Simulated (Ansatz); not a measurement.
# AlRh: structures and their energies

12 relaxations of AlRh ended in 8 distinct structures. The numbers are results of PBEsol (plane waves to 420 eV, PAW, scalar-relativistic; Ansatz, an electronic-structure program), not measurements.

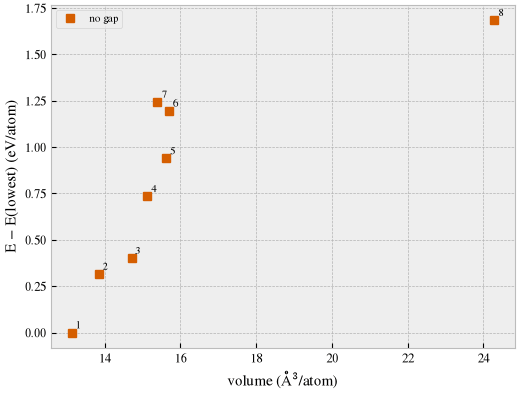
*Energy against volume of the distinct structures, numbered as in the table*

```tsv
#	space group	Pearson	type	E − E(lowest) (eV/atom)	V (Å³/atom)	coordination	runs ending here
1	Pm-3m	cP2	CsCl type	0.00	13.13	Al 8 (cubic)+6, Rh 8 (cubic)+6	5
2	P6₃/mmc	hP4	NiAs type	0.32	13.84	Al 6, Rh 6+6	1
3	Amm2	oS4	–	0.40	14.71	–	1
4	Fm-3m	cF8	rock salt type	0.74	15.12	Rh 6 (octahedral)+12, Al 6 (octahedral)	1
5	Pmmm	oP2	–	0.94	15.61	–	1
6	P4/nmm	tP4	–	1.20	15.70	–	1
7	P6/mmm	hP2	–	1.24	15.39	–	1
8	I4₁/amd	tI16	–	1.68	24.28	–	1
```

Coordination numbers (neighbours up to the widest gap in distance over summed covalent radii, below 1.35; n+m marks a second, longer set). All are gapless at this level. Pm-3m, cP2, CsCl type is the lowest among the structures calculated here.

```cif
data_AlRh
_chemical_formula_sum 'Al1 Rh1'
_space_group_name_H-M_alt 'Pm-3m'
_space_group_IT_number 221
_space_group_name_Hall '-P 4 2 3'
_cell_length_a 2.97207
_cell_length_b 2.97207
_cell_length_c 2.97207
_cell_angle_alpha 90.000
_cell_angle_beta 90.000
_cell_angle_gamma 90.000
loop_
_atom_site_label
_atom_site_type_symbol
_atom_site_symmetry_multiplicity
_atom_site_Wyckoff_symbol
_atom_site_fract_x
_atom_site_fract_y
_atom_site_fract_z
_atom_site_occupancy
Al1 Al 1 b 0.50000 0.50000 0.50000 1
Rh1 Rh 1 a 0.00000 0.00000 0.00000 1
```

Probably no minimum, since a slightly shaken restart fell lower: Amm2, oS4 (by 0.40 eV/atom, to Pm-3m); I4₁/amd, tI16 (by 1.68 eV/atom, to Pm-3m). Each run could gain symmetry but not lose that of its start, so entries can be saddle points. All of these are generated cells (placed on structure types, drawn at random, substituted or restacked) that were not matched to a known phase here. The real structure of this composition may not be among these, and whether this composition forms is not checked here. Static energies at zero pressure. The runs use different k-meshes, so differences are rounded accordingly. No spin polarisation in the result.
